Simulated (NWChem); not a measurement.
# GeH3O (SMILES [OH][GeH2]): USVWN-RPA/SBKJC-VDZ (core potential)

What is the energy change on altering one bond length of GeH3O at USVWN-RPA/SBKJC-VDZ (core potential)? 

The results are computed with NWChem 7.3.0.

2 further runs of the same task are left out: 2 set aside as unsound or not needed.

## Step 1: The structure to begin with

GeH3O: 5 atoms, total charge 0, spin state doublet. As SMILES, `[OH][GeH2]`. The coordinates come from a PBE0-D4/def2-TZVP relaxation. This is one conformer, not always the lowest.

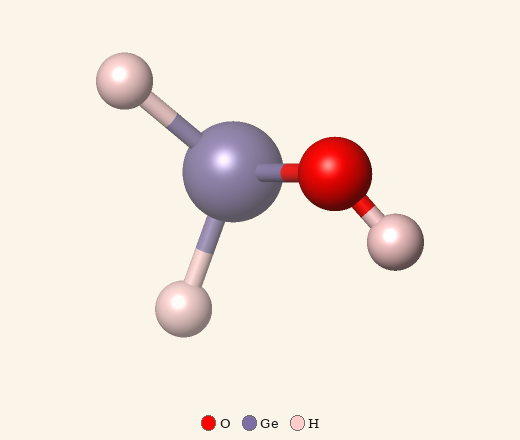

Viewed from a chosen angle; oxygen red, germanium purple, hydrogen pink.

## Step 2: Energy and gradient at USVWN-RPA/SBKJC-VDZ (core potential)

The input, test.nw:

```
start test
memory total 2200 mb
charge 0

geometry noautosym nocenter noautoz
  O      0.355500    -1.075800     0.460700
  Ge    -0.520100     0.416100     0.017700
  H      1.097400    -0.907600     1.046500
  H     -1.396800    -0.014400    -1.180300
  H      0.513900     1.508000    -0.385900
end

basis spherical bse
  O library SBKJC-VDZ
  Ge library SBKJC-VDZ
  H library SBKJC-VDZ
end

ecp bse
  O library SBKJC-VDZ
  Ge library SBKJC-VDZ
end

dft
  xc slater vwn_1_rpa
  mult 2
  grid coarse
  convergence energy 1e-05
  direct
  maxiter 100
end

task dft gradient
```

On the command line:

```
nwchem test.nw > test.out
```

Standard output:

```text
[...]
          Wavefunction type:  spin polarized.
          No. of atoms     :     5
          No. of electrons :    13
[...]
          Charge           :     0
          Spin multiplicity:     2
[...]
          AO basis - number of functions:    22
[...]
              XC Information
              --------------
                        Slater Exchange Functional  1.000 local
                  VWN I RPA Correlation Functional  1.000 local
[...]
 d= 0,ls=0.0,diis     1    -21.5712012228 -3.85D+01  4.08D-02  1.11D-01     0.2
[...]
 d= 0,ls=0.0,diis     8    -21.6378053458  2.31D-08  8.42D-06  6.46D-08     0.8
[...]
         Total DFT energy =      -21.637805345828
      One electron energy =      -67.224037599796
           Coulomb energy =       34.354685102167
    Exchange-Corr. energy =       -5.743846278218
 Nuclear repulsion energy =       16.975393430018
[...]
      <S2> =      0.7505 (Exact =     0.7500)
[...]
  wavefunction    = open shell
                         DFT ENERGY GRADIENTS
    atom               coordinates                        gradient
                 x          y          z           x          y          z
   1 O       0.671798  -2.032967   0.870597    0.017874   0.012933   0.018158
   2 Ge     -0.982846   0.786315   0.033448    0.017238  -0.009811  -0.005204
   3 H       2.073785  -1.715115   1.977598   -0.030952   0.001550  -0.024465
   4 H      -2.639569  -0.027212  -2.230444    0.003912   0.002708   0.007107
   5 H       0.971130   2.849707  -0.729245   -0.008072  -0.007381   0.004404
[...]
```

Wall time 1.6 s (1 thread of Intel Xeon Platinum 8259CL at 2.50GHz (Skylake/Cascade Lake), shared host); peak memory 0.11 GiB.

## Step 3: The distorted shape, same level

The input, geh3o.sdf:

```

     RDKit          3D

  5  4  0  0  0  0  0  0  0  0999 V2000
    0.5747   -0.9682    0.7602 O   0  0  0  0  0  0  0  0  0  0  0  0
   -0.3009    0.5237    0.3172 Ge  0  0  0  0  0  3  0  0  0  0  0  0
    1.3166   -0.8000    1.3460 H   0  0  0  0  0  0  0  0  0  0  0  0
   -1.3968   -0.0144   -1.1803 H   0  0  0  0  0  0  0  0  0  0  0  0
    0.7331    1.6156   -0.0864 H   0  0  0  0  0  0  0  0  0  0  0  0
  2  1  1  0
  3  1  1  0
  4  2  1  0
  5  2  1  0
M  RAD  1   2   2
M  END
$$$$
```

The input, run.py:

```python
from ase.io import read
from ase.calculators.nwchem import NWChem

system = read('geh3o.sdf')

calc = NWChem(
    label='geh3o',
    theory='dft',
    memory='2200 mb',
    basis='SBKJC-VDZ',
    basispar='spherical bse',
    dft={'xc': 'slater vwn_1_rpa', 'mult': '2', 'grid': 'coarse', 'convergence': 'energy 1e-05', 'direct': None, 'iterations': '100'},
    **{'ecp bse': {'O library': 'SBKJC-VDZ', 'Ge library': 'SBKJC-VDZ'}},
)
system.calc = calc

forces = system.get_forces()
print(f"energy = {system.get_potential_energy():.6f} eV")
print("forces (eV/A):")
for s, f in zip(system.symbols, forces):
    print(f"{s:2s} {f[0]:10.5f} {f[1]:10.5f} {f[2]:10.5f}")
```

On the command line:

```
export ASE_NWCHEM_COMMAND="nwchem PREFIX.nwi > PREFIX.nwo"
python run.py
```

Standard output:

```text
energy = -588.262881 eV
forces (eV/A):
O    -0.93100   -0.64416   -0.93650
Ge   -2.80538   -0.40814   -1.76280
H     1.70181   -0.09801    1.26622
H     1.40814    0.65959    1.75375
H     0.62642    0.49072   -0.32067
```

The calculator wrote geh3o.nwi:

```
title "geh3o"

permanent_dir geh3o

scratch_dir geh3o

start geh3o

geometry units angstrom nocenter noautosym noautoz
  O  5.7469999999999999e-01 -9.6819999999999995e-01 7.6019999999999999e-01
  Ge -3.0090000000000000e-01 5.2370000000000005e-01 3.1719999999999998e-01
  H  1.3166000000000000e+00 -8.0000000000000004e-01 1.3460000000000001e+00
  H  -1.3968000000000000e+00 -1.4400000000000000e-02 -1.1802999999999999e+00
  H  7.3309999999999997e-01 1.6155999999999999e+00 -8.6400000000000005e-02
end

memory 2200 mb

basis spherical bse noprint
   * library SBKJC-VDZ
end

dft
  xc slater vwn_1_rpa
  mult 2
  grid coarse
  convergence energy 1e-05
  direct
  iterations 100
end
ecp bse
  O library SBKJC-VDZ
  Ge library SBKJC-VDZ
end

task dft gradient
```

geh3o.nwo, cut to the lines that bear on the results:

```text
[...]
         Total DFT energy =      -21.618262301412
[...]
  wavefunction    = open shell
                         DFT ENERGY GRADIENTS
    atom               coordinates                        gradient
                 x          y          z           x          y          z
   1 O       1.086026  -1.829633   1.436570    0.018105   0.012527   0.018212
   2 Ge     -0.568619   0.989650   0.599421    0.054556   0.007937   0.034281
   3 H       2.488013  -1.511781   2.543571   -0.033095   0.001906  -0.024624
   4 H      -2.639569  -0.027212  -2.230444   -0.027384  -0.012827  -0.034105
   5 H       1.385358   3.053041  -0.163272   -0.012182  -0.009543   0.006236
[...]
```

Wall time 2.4 s (1 thread of Intel Xeon Platinum 8259CL at 2.50GHz (Skylake/Cascade Lake), shared host); peak memory 0.11 GiB.

## Step 4: Summary of results

At USVWN-RPA/SBKJC-VDZ (core potential):

| quantity | value |
| --- | --- |
| first shape: total energy | -21.63781 Eh |
| first shape: dipole moment | 1.93 D |
| first shape: HOMO energy (highest over α and β) | -5.28 eV |
| first shape: LUMO energy (lowest over α and β) | -4.29 eV |
| first shape: ⟨S²⟩ | 0.750 |
| first shape: largest force on an atom | 2.030 eV/Å |
| distorted shape: total energy | -21.61826 Eh |
| distorted shape: dipole moment | 2.47 D |
| distorted shape: HOMO energy (highest over α and β) | -5.47 eV |
| distorted shape: LUMO energy (lowest over α and β) | -4.56 eV |
| distorted shape: ⟨S²⟩ | 0.751 |
| distorted shape: largest force on an atom | 3.338 eV/Å |
| energy change with the Ge2–H4 bond stretched from 1.546 to 1.932 Å | 0.532 eV |

In words: With the Ge2–H4 bond stretched from 1.546 to 1.932 Å the energy rises by 0.53 eV (12.3 kcal/mol). The first shape isn't relaxed at this level, so the change isn't measured from a minimum. The largest force (first shape) is 2.03 eV/Å: the shape isn't a stationary point for this species at this level.
